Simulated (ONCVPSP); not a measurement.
Run report: Ge, pseudopotential generation

Germanium (Ge, Z = 32), core [Ar], reference valence 3d10 4s1.75 4p2.25, valence charge 14. Level asked for: ONCV potential, Wu-Cohen, scalar-relativistic, made with ONCVPSP 4.0.1.

Input:
```
# ATOM AND REFERENCE CONFIGURATION
# atsym  z   nc   nv     iexc    psfile
  Ge 32.00    5    3  -118130      upf
#
#   n    l    f
    1    0    2.00
    2    0    2.00
    2    1    6.00
    3    0    2.00
    3    1    6.00
    3    2   10.00
    4    0    1.75
    4    1    2.25
#
# PSEUDOPOTENTIAL AND OPTIMIZATION
# lmax
    3
#
#   l,   rc,      ep,       ncon, nbas, qcut
    0    1.30    0.00    5    9    4.10
    1    0.65    0.00    4    7   12.70
    2    1.30    0.00    4    9   10.20
    3    0.95    0.23    3    7   12.50
#
# LOCAL POTENTIAL
# lloc, lpopt,  rc(5),   dvloc0
    4    4    0.55    3.00
#
# VANDERBILT-KLEINMAN-BYLANDER PROJECTORs
# l, nproj, debl
    0    1    1.20
    1    2    1.30
    2    2    0.50
    3    2    3.30
#
# MODEL CORE CHARGE
# icmod, fcfact, rcfact
    0    0.00    0.00
#
# LOG DERIVATIVE ANALYSIS
# epsh1, epsh2, depsh
   -3.00    5.00    0.02
#
# OUTPUT GRID
# rlmax, drl
    6.00    0.01
#
# TEST CONFIGURATIONS
# ncnf
    4
# nvcnf
#   n    l    f
    3
    3    2   10.00
    4    0    2.00
    4    1    2.00
#
    3
    3    2   10.00
    4    0    2.00
    4    1    1.00
#
    3
    3    2   10.00
    4    0    2.00
    4    1    0.00
#
    3
    3    2   10.00
    4    0    0.00
    4    1    4.00
#
```

Hardware: 1 CPU thread, shared host.

Run as:
```bash
oncvpsp.x < Ge.dat > Ge.out
```

Log (extracts):
```
ONCVPSP  (Optimized Norm-Conservinng Vanderbilt PSeudopotential)
scalar-relativistic version 4.0.1

#   n    l    f        energy (Ha)
    1    0    2.00    -4.0273624E+02
    2    0    2.00    -5.0410657E+01
    2    1    6.00    -4.4070441E+01
    3    0    2.00    -6.1978763E+00
    3    1    6.00    -4.2608531E+00
    3    2   10.00    -1.0931847E+00
    4    0    1.75    -4.4167618E-01
    4    1    2.25    -1.4977301E-01

Reference configufation results
  iterations    26
  all-electron total energy (Ha)   -2.09827361D+03

Begin loop to  construct optimized pseudo wave functions
and semi-local pseudopoentials for all angular momenta

Calculating optimized projector #   1

 for l=   0

    Fraction of norm inside rc  0.128451
    Optimizing pswf for qcut=   4.09 a_B^-1,  ecut=   8.36 Ha

optimize: ERROR ps0norm > uunorm, code will stop
```

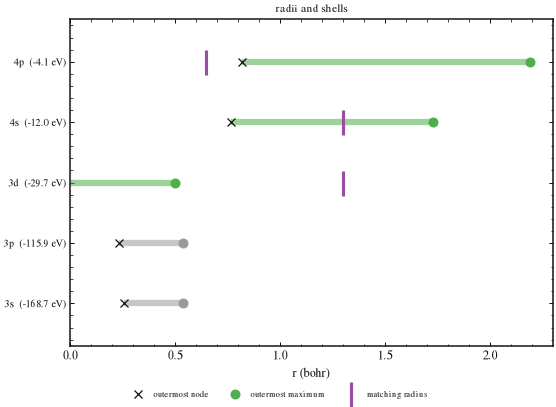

Outer shells of the all-electron reference atom: each bar runs from the outermost node (or the nucleus) to the outermost maximum of u(r); the tick is the radius chosen for the pseudo-wave. Shells without a tick have no pseudo-wave of their own. Levels, nodes and maxima are from ld1.x, scalar-relativistic.

- Radii against the shells: 3d: 1.30 bohr, outside the maximum; 4s: 1.30 bohr, between node and maximum; 4p: 0.65 bohr, inside the outermost node.

What the run reported:

- outcome: ended with an error
- wall time: 1.4 s

Diagnosis:

The generator stopped with the message “optimize: ERROR ps0norm > uunorm, code will stop”. In words: the continuity conditions at rc already need more norm inside rc than the all-electron wave has, so norm conservation cannot be met. The 4p radius (0.650 bohr) lies inside the outermost all-electron node (0.821 bohr). It was at work on the s channel when it stopped.
